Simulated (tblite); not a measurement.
Geometry relaxation of C$_{6}$H$_{13}$ClGeO (part 4 of 4)

The same run, continued: C$_{6}$H$_{13}$ClGeO; GFN2-xTB geometry optimisation, gas phase (tblite 0.8.0). It belongs to a series of runs on one base structure; here: C replaced by Ge.

Geometry of the input (Å):
```
Cl -0.9688  1.6774  2.1713
C  -1.2094  1.4177  0.4115
C  -2.1260  0.2413  0.2512
O  -1.8224  -0.5632  -0.8324
C  -0.9974  -1.6357  -0.5016
C  0.4148  -1.1878  -0.8521
C  0.7771  -0.1214  0.1723
Ge 2.7139  0.1323  0.2977
C  0.1648  1.1978  -0.1741
H  -1.6694  2.3124  -0.0544
H  -2.2423  -0.2858  1.2055
H  -3.1464  0.6768  0.0263
H  -1.2800  -2.5173  -1.1260
H  -1.0380  -1.9404  0.5450
H  0.3732  -0.7348  -1.8520
H  1.0757  -2.0667  -0.7935
H  0.4060  -0.4920  1.1496
H  2.9970  0.6259  1.7295
H  3.1529  1.1555  -0.7712
H  3.4678  -1.2188  0.0880
H  0.8308  2.0162  0.1920
H  0.1159  1.3297  -1.2835
```

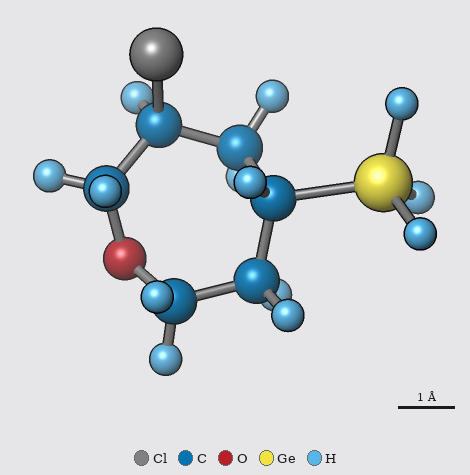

*The geometry at step 87 of the log (ball-and-stick view, seen at a tilt).*

**Trajectory as extended XYZ, continued**
```
22
Properties=species:S:1:pos:R:3:forces:R:3 step=76 energy=-816.70026
Cl   -1.1331    1.7977    2.2202    0.0040  -0.0120  -0.0070
C    -1.2392    1.4313    0.4675   -0.0110  -0.0050   0.0170
C    -2.1928    0.2336    0.2970    0.0110  -0.0080  -0.0130
O    -1.9600   -0.5162   -0.8642    0.0020  -0.0180  -0.0080
C    -1.0643   -1.5950   -0.7026    0.0090  -0.0050   0.0010
C     0.4175   -1.2126   -0.7476    0.0040   0.0080   0.0090
C     0.8057   -0.1245    0.2507   -0.0010   0.0070   0.0020
Ge    2.7808    0.1198    0.2569   -0.0100  -0.0490   0.0060
C     0.1618    1.2189   -0.0929   -0.0200  -0.0020  -0.0040
H    -1.6727    2.3256    0.0115    0.0160  -0.0050   0.0010
H    -2.1259   -0.4141    1.1819   -0.0060   0.0090   0.0070
H    -3.2207    0.6035    0.2231    0.0120   0.0060   0.0120
H    -1.2860   -2.2797   -1.5266   -0.0050   0.0080  -0.0060
H    -1.2800   -2.1117    0.2448    0.0040  -0.0020   0.0010
H     0.6680   -0.8750   -1.7569   -0.0130   0.0170   0.0110
H     0.9943   -2.1212   -0.5487    0.0000   0.0160   0.0020
H     0.4920   -0.4247    1.2551    0.0080   0.0000   0.0000
H     3.2056    1.0525    1.3434    0.0070   0.0120   0.0220
H     3.2240    0.7279   -1.0350    0.0200  -0.0040  -0.0220
H     3.5250   -1.1705    0.4226   -0.0200   0.0160   0.0010
H     0.7862    2.0386    0.2788   -0.0190   0.0030  -0.0210
H     0.1035    1.3152   -1.1799    0.0070   0.0070  -0.0100
22
Properties=species:S:1:pos:R:3:forces:R:3 step=79 energy=-816.70110
Cl   -1.1294    1.7889    2.2211    0.0030  -0.0030   0.0040
C    -1.2419    1.4286    0.4682   -0.0020  -0.0020   0.0000
C    -2.1948    0.2298    0.2989    0.0140  -0.0040  -0.0060
O    -1.9625   -0.5187   -0.8631   -0.0030  -0.0150   0.0060
C    -1.0616   -1.5935   -0.7027   -0.0110  -0.0160   0.0030
C     0.4182   -1.2065   -0.7533   -0.0160   0.0030   0.0030
C     0.8046   -0.1196    0.2462    0.0080   0.0100  -0.0080
Ge    2.7797    0.1147    0.2577    0.0270   0.0100   0.0010
C     0.1593    1.2233   -0.0962   -0.0050   0.0050   0.0030
H    -1.6808    2.3222    0.0167    0.0200   0.0060  -0.0020
H    -2.1271   -0.4184    1.1840    0.0020   0.0150  -0.0080
H    -3.2232    0.6003    0.2295    0.0240  -0.0050  -0.0050
H    -1.2847   -2.2815   -1.5236   -0.0030   0.0060  -0.0100
H    -1.2708   -2.1079    0.2473   -0.0030  -0.0080   0.0010
H     0.6627   -0.8653   -1.7629   -0.0060   0.0140   0.0170
H     0.9975   -2.1145   -0.5588    0.0060   0.0210   0.0000
H     0.4916   -0.4185    1.2517    0.0020  -0.0080  -0.0180
H     3.2037    1.0637    1.3326    0.0020  -0.0040   0.0070
H     3.2448    0.6976   -1.0404   -0.0010  -0.0140   0.0000
H     3.5136   -1.1762    0.4505   -0.0130  -0.0020   0.0050
H     0.7829    2.0417    0.2787   -0.0200   0.0170   0.0050
H     0.1077    1.3292   -1.1829   -0.0270  -0.0260   0.0010
22
Properties=species:S:1:pos:R:3:forces:R:3 step=82 energy=-816.70183
Cl   -1.1269    1.7828    2.2232   -0.0040  -0.0030   0.0020
C    -1.2440    1.4264    0.4698    0.0210   0.0070  -0.0150
C    -2.1940    0.2266    0.2994   -0.0070   0.0070   0.0120
O    -1.9654   -0.5219   -0.8626   -0.0040   0.0100   0.0020
C    -1.0615   -1.5939   -0.7043    0.0050   0.0070   0.0000
C     0.4172   -1.2018   -0.7543    0.0060   0.0120  -0.0050
C     0.8058   -0.1140    0.2432   -0.0050   0.0000   0.0060
Ge    2.7831    0.1125    0.2574   -0.0140   0.0420  -0.0020
C     0.1564    1.2270   -0.0975    0.0180   0.0010  -0.0010
H    -1.6840    2.3201    0.0203    0.0050   0.0140   0.0020
H    -2.1260   -0.4206    1.1840    0.0160  -0.0120   0.0150
H    -3.2220    0.5966    0.2351   -0.0090   0.0030  -0.0230
H    -1.2840   -2.2779   -1.5286    0.0080  -0.0120   0.0050
H    -1.2684   -2.1089    0.2456   -0.0070  -0.0250  -0.0050
H     0.6611   -0.8572   -1.7621   -0.0080   0.0030  -0.0180
H     0.9999   -2.1072   -0.5604    0.0070   0.0050  -0.0050
H     0.4932   -0.4141    1.2480    0.0050  -0.0040   0.0070
H     3.2056    1.0736    1.3231    0.0020  -0.0100  -0.0060
H     3.2610    0.6705   -1.0475   -0.0070  -0.0110   0.0100
H     3.5027   -1.1804    0.4729    0.0050  -0.0270   0.0110
H     0.7755    2.0480    0.2787   -0.0010   0.0130   0.0000
H     0.1044    1.3334   -1.1843   -0.0330  -0.0220   0.0060
22
Properties=species:S:1:pos:R:3:forces:R:3 step=84 energy=-816.70226
Cl   -1.1262    1.7777    2.2255   -0.0010  -0.0010  -0.0060
C    -1.2438    1.4263    0.4702   -0.0010   0.0080   0.0100
C    -2.1927    0.2250    0.3004   -0.0040   0.0070   0.0080
O    -1.9669   -0.5239   -0.8621    0.0080   0.0080   0.0040
C    -1.0603   -1.5941   -0.7059    0.0110   0.0100   0.0030
C     0.4174   -1.1977   -0.7565    0.0130   0.0080  -0.0080
C     0.8056   -0.1100    0.2411   -0.0050  -0.0030   0.0120
Ge    2.7830    0.1125    0.2584   -0.0210  -0.0190   0.0050
C     0.1561    1.2307   -0.0983   -0.0020   0.0010   0.0030
H    -1.6847    2.3220    0.0250   -0.0010   0.0020  -0.0010
H    -2.1213   -0.4228    1.1845    0.0130  -0.0050   0.0120
H    -3.2212    0.5934    0.2380   -0.0130   0.0080  -0.0180
H    -1.2824   -2.2781   -1.5304    0.0130  -0.0050   0.0080
H    -1.2645   -2.1111    0.2440   -0.0090  -0.0180  -0.0110
H     0.6608   -0.8515   -1.7636   -0.0130   0.0010  -0.0300
H     1.0035   -2.1010   -0.5631    0.0010  -0.0020  -0.0080
H     0.4909   -0.4118    1.2444    0.0090  -0.0010   0.0240
H     3.2064    1.0823    1.3140    0.0100   0.0020   0.0020
H     3.2658    0.6468   -1.0529    0.0030   0.0040  -0.0040
H     3.4917   -1.1856    0.4918   -0.0020   0.0040   0.0090
H     0.7720    2.0534    0.2793    0.0100   0.0040  -0.0120
H     0.1006    1.3368   -1.1846   -0.0200  -0.0130  -0.0020
22
Properties=species:S:1:pos:R:3:forces:R:3 step=87 energy=-816.70272
Cl   -1.1238    1.7723    2.2262    0.0010   0.0130   0.0120
C    -1.2440    1.4266    0.4708   -0.0150   0.0010   0.0130
C    -2.1926    0.2241    0.3020    0.0020   0.0010  -0.0050
O    -1.9673   -0.5260   -0.8600    0.0110   0.0000   0.0030
C    -1.0578   -1.5941   -0.7050   -0.0010  -0.0070   0.0000
C     0.4182   -1.1926   -0.7607   -0.0040  -0.0070   0.0010
C     0.8048   -0.1066    0.2396    0.0040  -0.0020   0.0000
Ge    2.7814    0.1105    0.2602    0.0130  -0.0190   0.0020
C     0.1552    1.2339   -0.0997   -0.0150  -0.0060   0.0060
H    -1.6857    2.3233    0.0283   -0.0080  -0.0020   0.0010
H    -2.1186   -0.4238    1.1870   -0.0060   0.0160  -0.0100
H    -3.2214    0.5924    0.2362    0.0030  -0.0020   0.0040
H    -1.2794   -2.2811   -1.5272    0.0080   0.0080  -0.0060
H    -1.2602   -2.1136    0.2442    0.0040   0.0040  -0.0040
H     0.6548   -0.8445   -1.7697   -0.0070   0.0010   0.0060
H     1.0075   -2.0945   -0.5705    0.0060  -0.0010  -0.0140
H     0.4907   -0.4098    1.2433    0.0020   0.0000   0.0020
H     3.2071    1.0859    1.3101    0.0080   0.0010  -0.0020
H     3.2732    0.6304   -1.0543   -0.0010   0.0020   0.0040
H     3.4828   -1.1900    0.5071   -0.0050   0.0130   0.0060
H     0.7699    2.0583    0.2772    0.0070  -0.0090  -0.0240
H     0.0950    1.3379   -1.1860   -0.0040  -0.0060   0.0040
22
Properties=species:S:1:pos:R:3:forces:R:3 step=90 energy=-816.70303
Cl   -1.1229    1.7722    2.2288   -0.0070   0.0110   0.0070
C    -1.2461    1.4268    0.4738    0.0120   0.0030  -0.0070
C    -2.1928    0.2236    0.3030   -0.0020   0.0000   0.0000
O    -1.9666   -0.5259   -0.8590    0.0020   0.0070  -0.0100
C    -1.0570   -1.5939   -0.7056    0.0030   0.0010  -0.0040
C     0.4184   -1.1903   -0.7618    0.0000  -0.0020   0.0050
C     0.8055   -0.1049    0.2396   -0.0070  -0.0040  -0.0030
Ge    2.7831    0.1081    0.2603   -0.0030   0.0310  -0.0010
C     0.1526    1.2346   -0.0988    0.0050  -0.0060  -0.0070
H    -1.6888    2.3221    0.0296   -0.0050   0.0060   0.0130
H    -2.1174   -0.4235    1.1874   -0.0120  -0.0030   0.0080
H    -3.2219    0.5910    0.2368    0.0000  -0.0050   0.0070
H    -1.2766   -2.2781   -1.5306    0.0000   0.0020  -0.0060
H    -1.2604   -2.1164    0.2413    0.0080   0.0030   0.0050
H     0.6506   -0.8400   -1.7713    0.0020   0.0010   0.0160
H     1.0099   -2.0914   -0.5750    0.0040  -0.0030  -0.0130
H     0.4935   -0.4086    1.2440   -0.0010  -0.0020  -0.0080
H     3.2102    1.0909    1.3040    0.0020  -0.0050  -0.0100
H     3.2811    0.6167   -1.0572   -0.0070  -0.0050   0.0150
H     3.4780   -1.1904    0.5219    0.0100  -0.0160   0.0070
H     0.7681    2.0606    0.2731    0.0020  -0.0100  -0.0150
H     0.0891    1.3363   -1.1852   -0.0050  -0.0040   0.0020
22
Properties=species:S:1:pos:R:3:forces:R:3 step=93 energy=-816.70328
Cl   -1.1246    1.7729    2.2326   -0.0020   0.0020  -0.0120
C    -1.2470    1.4279    0.4764    0.0030  -0.0020   0.0000
C    -2.1922    0.2232    0.3041    0.0040  -0.0020   0.0060
O    -1.9652   -0.5249   -0.8592    0.0020   0.0030   0.0050
C    -1.0554   -1.5936   -0.7078    0.0020   0.0040   0.0000
C     0.4192   -1.1884   -0.7632    0.0050   0.0000  -0.0020
C     0.8050   -0.1036    0.2392   -0.0010  -0.0020   0.0020
Ge    2.7829    0.1073    0.2615   -0.0060  -0.0070   0.0070
C     0.1509    1.2356   -0.0983    0.0010   0.0000  -0.0090
H    -1.6918    2.3236    0.0346    0.0040   0.0000   0.0070
H    -2.1151   -0.4241    1.1881   -0.0090  -0.0100   0.0060
H    -3.2224    0.5880    0.2400    0.0040  -0.0010   0.0000
H    -1.2737   -2.2760   -1.5348   -0.0060   0.0060   0.0000
H    -1.2576   -2.1186    0.2380    0.0000   0.0070   0.0010
H     0.6495   -0.8359   -1.7719    0.0070   0.0120   0.0000
H     1.0136   -2.0886   -0.5812   -0.0020  -0.0040   0.0010
H     0.4928   -0.4078    1.2430   -0.0050  -0.0070   0.0020
H     3.2133    1.1000    1.2933    0.0030   0.0030  -0.0010
H     3.2835    0.5969   -1.0609    0.0010   0.0000   0.0010
H     3.4713   -1.1928    0.5410    0.0030   0.0060   0.0000
H     0.7685    2.0617    0.2688    0.0000   0.0010   0.0030
H     0.0842    1.3365   -1.1842   -0.0080  -0.0070  -0.0150
22
Properties=species:S:1:pos:R:3:forces:R:3 step=95 energy=-816.70337
Cl   -1.1251    1.7734    2.2325    0.0060   0.0000  -0.0020
C    -1.2466    1.4281    0.4767   -0.0070  -0.0050   0.0030
C    -2.1917    0.2230    0.3049    0.0010  -0.0020   0.0040
O    -1.9644   -0.5244   -0.8589    0.0020   0.0000   0.0090
C    -1.0547   -1.5933   -0.7082   -0.0010   0.0010   0.0010
C     0.4198   -1.1880   -0.7635    0.0020   0.0000  -0.0050
C     0.8044   -0.1036    0.2395    0.0050   0.0000   0.0010
Ge    2.7820    0.1070    0.2626    0.0060  -0.0170   0.0040
C     0.1507    1.2355   -0.0993   -0.0040  -0.0010  -0.0010
H    -1.6919    2.3243    0.0366    0.0030  -0.0040  -0.0030
H    -2.1159   -0.4248    1.1891   -0.0020  -0.0020  -0.0040
H    -3.2219    0.5874    0.2405    0.0030   0.0030  -0.0010
H    -1.2731   -2.2752   -1.5356   -0.0060   0.0060   0.0020
H    -1.2566   -2.1186    0.2376   -0.0010   0.0070  -0.0020
H     0.6499   -0.8338   -1.7714    0.0070   0.0080  -0.0050
H     1.0143   -2.0884   -0.5829   -0.0010  -0.0020   0.0030
H     0.4919   -0.4081    1.2431   -0.0080  -0.0040   0.0000
H     3.2143    1.1013    1.2916    0.0010   0.0050   0.0040
H     3.2830    0.5941   -1.0606    0.0010   0.0000  -0.0010
H     3.4704   -1.1935    0.5437   -0.0020   0.0140  -0.0010
H     0.7690    2.0616    0.2668   -0.0020   0.0020  -0.0010
H     0.0822    1.3352   -1.1854   -0.0040  -0.0070  -0.0060
22
Properties=species:S:1:pos:R:3:forces:R:3 step=98 energy=-816.70345
Cl   -1.1246    1.7743    2.2326    0.0080  -0.0010   0.0060
C    -1.2469    1.4276    0.4776    0.0010  -0.0010   0.0010
C    -2.1916    0.2224    0.3062   -0.0050   0.0000   0.0000
O    -1.9640   -0.5238   -0.8579   -0.0040   0.0020  -0.0040
C    -1.0543   -1.5925   -0.7087    0.0010   0.0040  -0.0020
C     0.4203   -1.1873   -0.7643    0.0010   0.0030  -0.0030
C     0.8047   -0.1036    0.2397   -0.0020  -0.0010  -0.0010
Ge    2.7826    0.1059    0.2634    0.0010   0.0090   0.0000
C     0.1500    1.2352   -0.0999   -0.0010  -0.0040   0.0030
H    -1.6926    2.3234    0.0374    0.0020  -0.0030  -0.0060
H    -2.1169   -0.4261    1.1898    0.0030  -0.0020   0.0020
H    -3.2215    0.5870    0.2410   -0.0040   0.0040   0.0020
H    -1.2735   -2.2727   -1.5372   -0.0040  -0.0020   0.0030
H    -1.2564   -2.1182    0.2367    0.0030   0.0000  -0.0010
H     0.6499   -0.8303   -1.7715    0.0070  -0.0030  -0.0020
H     1.0148   -2.0882   -0.5850   -0.0010   0.0030  -0.0010
H     0.4915   -0.4090    1.2431   -0.0050   0.0010  -0.0040
H     3.2154    1.1043    1.2888   -0.0020   0.0010   0.0010
H     3.2851    0.5886   -1.0613   -0.0030  -0.0040   0.0040
H     3.4700   -1.1926    0.5497    0.0050  -0.0020   0.0020
H     0.7682    2.0619    0.2653   -0.0040  -0.0010  -0.0080
H     0.0794    1.3332   -1.1864    0.0020  -0.0040   0.0080
```

**Results in brief**

| quantity | value |
| --- | --- |
| outcome | converged |
| total energy | −816.7035 eV |
| hardware | 1 CPU thread, shared host |
| wall time | 1.1 s |
| peak memory | 0.18 GiB |
